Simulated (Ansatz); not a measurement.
Relaxed SrTiO3 (cubic perovskite):

```xyz
5
Lattice="3.9070 0.0000 0.0000 0.0000 3.9070 0.0000 0.0000 0.0000 3.9070" Properties=species:S:1:pos:R:3 pbc="T T T"
Sr     0.0000     0.0000     0.0000
Ti     1.9535     1.9535     1.9535
O      0.0000     1.9535     1.9535
O      1.9535     1.9535     0.0000
O      1.9535     0.0000     1.9535
```

In each cell atom 1 (Sr, nearest neighbour O at 2.763 Å; its periodic images, 3.9 Å or more away, move with it) moves by s·(0.707, 0.707, 0.000) (along Cartesian [110]), the rest being held.

All values below come from r2SCAN (plane waves to 500 eV, PAW, scalar-relativistic; Ansatz, a quantum-chemistry and plane-wave program). k mesh 7×7×7 (Γ-centred), Fermi-Dirac smearing 0.05 eV. Energies are smeared free energies. Left out: 2 of 11 points, with atoms too close for the PAW data. SrTiO3 is run without spin polarisation. SrTiO3 was relaxed with its symmetry unable to fall. The zero of ΔE is the undisplaced structure.

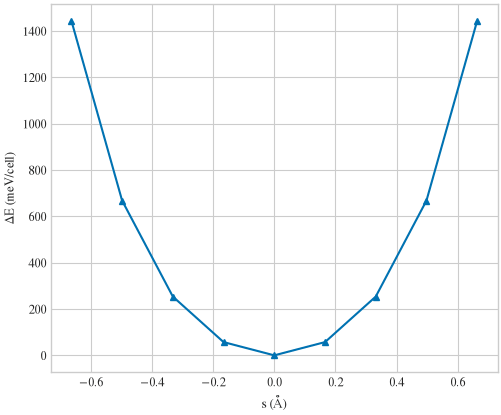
Fig. 1. ΔE (meV/cell) against s (Å); one marker a computed point.

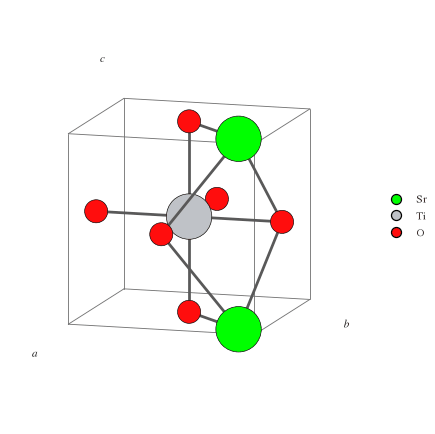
The cell of the calculation at s = -0.664 Å.

The force along the line at s = -0.664 Å is 6.19 eV/Å and the energy at s = 0.664 Å is 1445 meV/cell. The force constant k = d²E/ds² at s = 0 (finite differences) is 3.99 eV/Å². Shape of the curve: a single well with its minimum at or next to zero displacement. Symmetry of the curve: even: the same for both signs.

With its periodic images moving along, the atom's site symmetry in this cell is m-3m.

(For displaced atoms, the force is minus the slope of the energy, and its curvature is a force constant, which sets phonon frequencies.)
